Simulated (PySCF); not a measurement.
**C3H10OPSi (doublet): density, localisation and related maps**

```tsv
atom	x (Å)	y (Å)	z (Å)
C	-1.4445	-1.1655	1.4439
C	-1.1262	-0.2398	0.3458
C	-1.5173	1.1997	0.6553
O	0.2928	-0.2979	0.1314
Si	1.1077	-0.2207	-1.2524
P	3.1918	-0.4778	-0.4978
H	-1.4110	-0.8198	2.4591
H	-1.4537	-2.2225	1.2615
H	-1.6086	-0.5687	-0.5848
H	-2.5874	1.2621	0.8335
H	-0.9860	1.5390	1.5408
H	-1.2553	1.8442	-0.1797
H	0.8611	1.0284	-1.9908
H	0.7671	-1.3199	-2.1649
H	3.7443	-0.3958	-1.7623
H	3.4178	0.8639	-0.2500
```

Geometry: GFN2-xTB.

These are results of PySCF, UKS B3LYP, pcH-1 on C H O P Si, non-relativistic, mean-field spin-orbit, GIAO, not measurements.

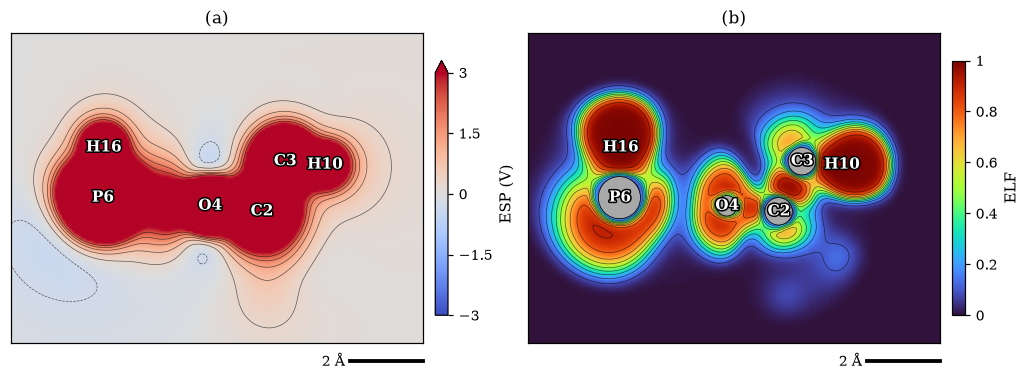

Figure 1. (a) molecular electrostatic potential; (b) electron localisation function on the plane of atoms C3, C2 and O4. Grey discs cover the atomic cores in the ELF map.

What does the map show?

Answer.
- The section cuts through C, O, P and H sites.
- C–O (1.44 Å): the ELF peaks at about 0.85 between the atoms (a polar covalent bond).
- C–H (1.09 Å): the ELF climbs to about 1 towards the hydrogen, as it does in any bond to H; a covalent bond by its length.
- C–C (1.52 Å): the ELF peaks at about 0.95 between the atoms; a covalent bond.
- P–H (1.38 Å): the ELF climbs to about 1 towards the hydrogen.
- The ELF also peaks beside P6 and O4, away from the bonds: non-bonding electrons, paired or unpaired.
- Outside the dense part of the molecule the potential is most negative (−0.4 V) near O4.

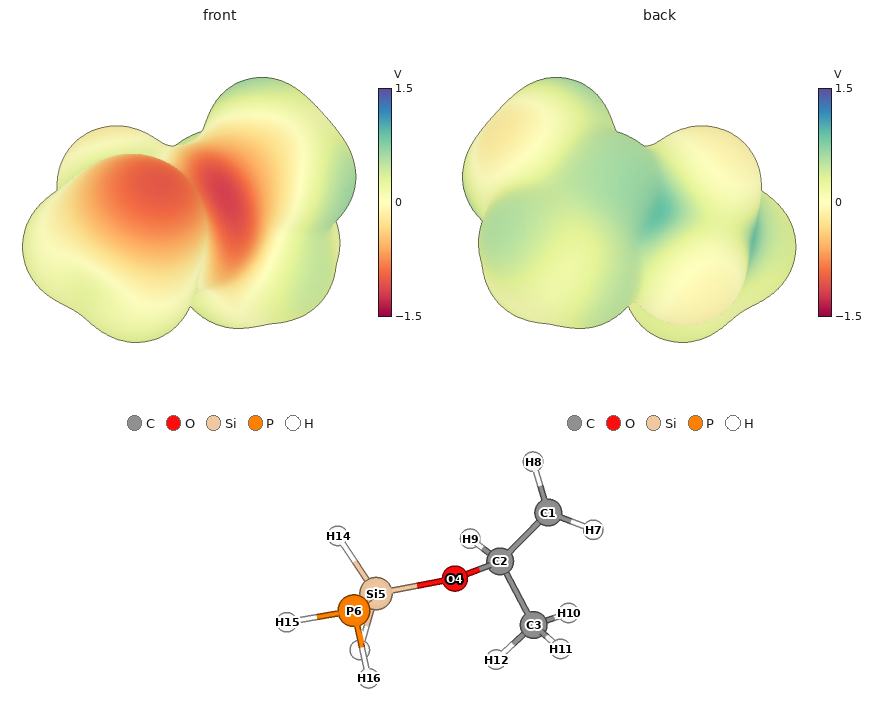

Figure 2. The electrostatic potential painted on the density surface at 0.001 e/bohr³, seen from the front and from behind; red is negative and blue positive. The bare structure is drawn below in the same view.

Which sites attract a positive test charge, and which a negative one?

Answer. A positive charge is drawn to the negative regions and a negative charge to the positive ones. The most negative region (about −1.1 V) lies over O4, the most positive (about +0.8 V) over Si5 and H9. O4 is the likeliest acceptor of a hydrogen bond.
